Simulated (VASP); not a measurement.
Band structure of CuZn (CsCl type). Level of theory: r2SCAN meta-GGA, VASP's PBE PAW potentials (set 64) (plane waves; VASP).

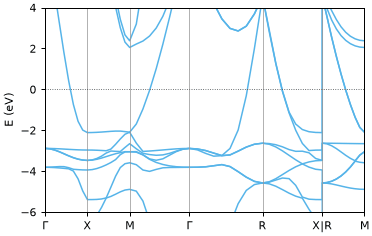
Bands along high-symmetry lines, zero at the valence-band maximum or, without a gap, the Fermi level

### Question
Read the plot: is there a gap, and where are the band edges?

### Answer
It has no gap at this level: it comes out as a metal or semimetal.

The compound is CuZn in the CsCl type structure. It was relaxed first. The electron count is odd and the run is not spin-polarised, which forces a metal.
